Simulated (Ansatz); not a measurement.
Partial pair distribution functions of a relaxed model of amorphous IGZO (In15Ga15Zn15O60), broadened by 0.06 Å; density 5.71 g/cm³. Level of theory: PBE, scalar-relativistic without spin-orbit coupling (plane waves to 420 eV, PAW; Ansatz, an electronic-structure program).

It comes from a melt-quench run on a machine-learned potential (CHGNet), relaxed afterwards by DFT. O atoms were pushed apart under 1.9 Å during the dynamics, to hinder bonds among them. The hot cell started wider than the set density and was brought back towards it in steps. It is the lowest in DFT energy of 4 quenches. It is a model cell: composition and starting density were chosen by hand, and all elements were melted together. No dispersion term was used. Its density started from a set value of 5.65 and ended at 5.71 g/cm³. The quench (nominally 170 K/ps over its main leg) was far faster than any real one, so the model tends to hold more defects than a real film. One small periodic cell is one sample of the glass; other quenches scatter about these values. Volume and shape were free in the relaxation.

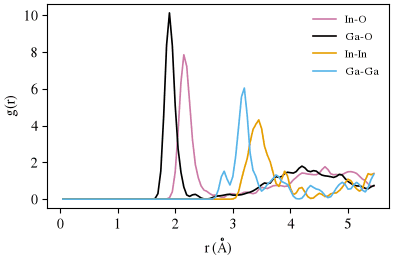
*Partial pair distribution functions*

Highest peaks under 4.5 Å: In-O near 2.15 Å, Ga-O near 1.90 Å, In-In near 3.45 Å, Ga-Ga near 3.20 Å; pairs of few atoms are noisy.

Within 2.78 Å each In has 5.53 O neighbours on average.
